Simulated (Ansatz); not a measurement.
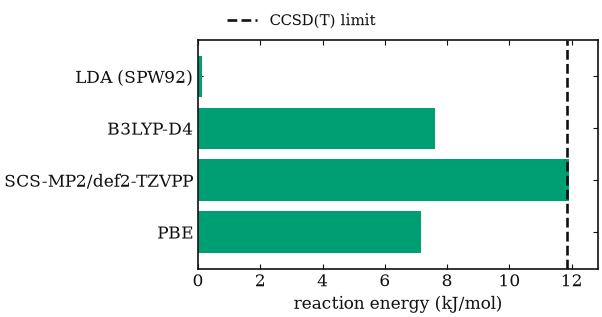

Electronic reaction energy of InH₂OBr ([OH][InH][Br]) + H₂ ([H][H]) → InH₂Br ([Br][InH2]) + H₂O (O) (SMILES in brackets) at several levels (functionals in def2-TZVPP unless a basis is named), isolated molecules at PBE0-D4 triple-zeta geometries, minima by their frequencies, no zero-point or thermal terms, the Ansatz code. The line is frozen-core CCSD(T) at the basis limit (MP2 extrapolated from triple and quadruple zeta, plus CCSD(T) less MP2 in a smaller set). No dispersion term is added to PBE. The distance of SCS-MP2/def2-TZVPP to the limit includes basis error. Core potentials past Kr. The limit lies 5.2 kJ/mol from CCSD(T)/def2-TZVPP, so the line itself is uncertain by a part of that.

What do zero-point energy and temperature add?

Answer. Zero-point change 10.9 kJ/mol; at 298.15 K and 1 bar the CCSD(T) limit plus thermal terms gives an enthalpy of reaction of 20.8 and a free energy of 14.8 kJ/mol (harmonic PBE0-D4 modes, ideal gas).

Which level comes closest to the line (CCSD(T) limit), and which misses most?

Answer. Closest SCS-MP2/def2-TZVPP (11.9 kJ/mol), against 11.9 kJ/mol; farthest LDA (SPW92) (0.1 kJ/mol).

Known limits of this run: no scalar relativity up to krypton; outer-core shells are correlated without core-valence functions, which makes the correlated values less sure; spin-orbit coupling is left out, and with In it can shift these values.
